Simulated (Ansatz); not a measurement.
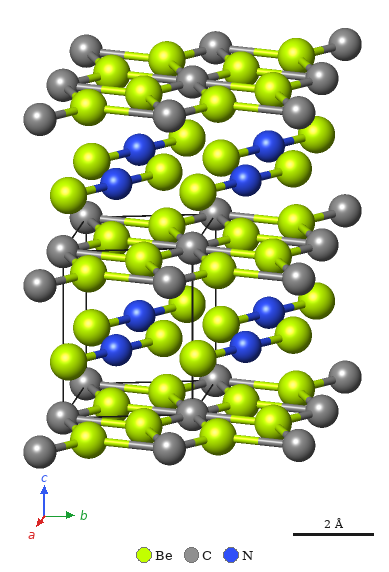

Crystalline Be4CN (a generated structure, set up in Cmmm), before the relaxation. Style: ball-and-stick. Shown: the cell of the calculation, repeated 2 × 2 × 2 with one cell outlined, slightly off an axis.

Theory: Ansatz 0.2.0, DFT PBE, scalar-relativistic, plane waves, PAW.

Input file:
```yaml
crystal:
  lattice:
    - [1.9736407596, -2.6088144544, 0.0]
    - [1.9736407596, 2.6088144544, 0.0]
    - [0.0, 0.0, 4.3421391515]
  atoms:
    - { symbol: Be, position: [0.6803827982, 0.3196172018, 0.0] }
    - { symbol: Be, position: [0.1876729101, 0.8123270899, 0.5] }
    - { symbol: Be, position: [0.8123270899, 0.1876729101, 0.5] }
    - { symbol: Be, position: [0.3196172018, 0.6803827982, 0.0] }
    - { symbol: C, position: [0.0, 0.0, 0.0] }
    - { symbol: "N", position: [0.5, 0.5, 0.5] }
basis:
  ecutwfc: 420
kpoints:
  mp_grid: { grid: [12, 12, 10] }
hamiltonian:
  xc: pbe
scf:
  occupations: { method: gaussian, width: 0.1 }
output:
  forces: true
  stress: true
  eigenvalues: true
  write_density: true
  write_potential: true
  elf: true
  volumetric_format: npy
relax:
  adjacent_minimum: "off"
  f_tol: 0.01
  max_steps: 80
  cell: { stress_tol: 0.05 }
```

Command:
```bash
ansatz run input.yaml --threads 1 --pin off --max-ram 2048MiB --backend cpu --events-out ev --progress --plain --runs-dir out
```

> Predict the outcome.

No atom moves by more than 0.005 Å relative to the cell. The drawn cell changes as follows: a = b 3.271 → 3.317 Å (+1.4 %), c 4.342 → 4.150 Å (−4.4 %), γ 105.8° → 104.0°; the volume changes by −0.9 %. Near-neighbour distances that change, for instance: Be1–C5 2.187 → 2.249 Å. The space group stays Cmmm (No. 65). The energy falls by 12.9 meV per cell of the calculation in 10 accepted moves (13 points after the start). Largest force component: 0.068 eV/Å at the start, 0.0021 eV/Å at the end. Pressure: −0.13 GPa at the start and −0.01 GPa at the end. The SCF was repeated 3 times at an unchanged geometry on a basis and grid sized afresh for the cell, which shifted the energy by 0.4 meV per cell of the calculation at most.

Final geometry:

```xyz
6
Lattice="2.0425 -2.6132 0.0000 2.0425 2.6132 0.0000 0.0000 0.0000 4.1501" Properties=species:S:1:pos:R:3 pbc="T T T"
Be    2.0425   -0.9422    0.0000
Be    2.0425    1.6292    2.0750
Be    2.0425   -1.6292    2.0750
Be    2.0425    0.9422    0.0000
C     4.0850    0.0000    0.0000
N     2.0425    0.0000    2.0750
```

After the run, drawn alike:

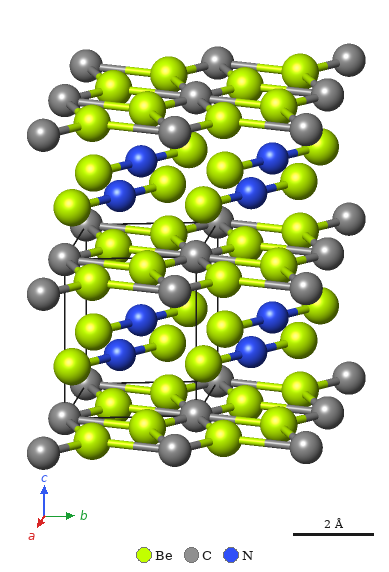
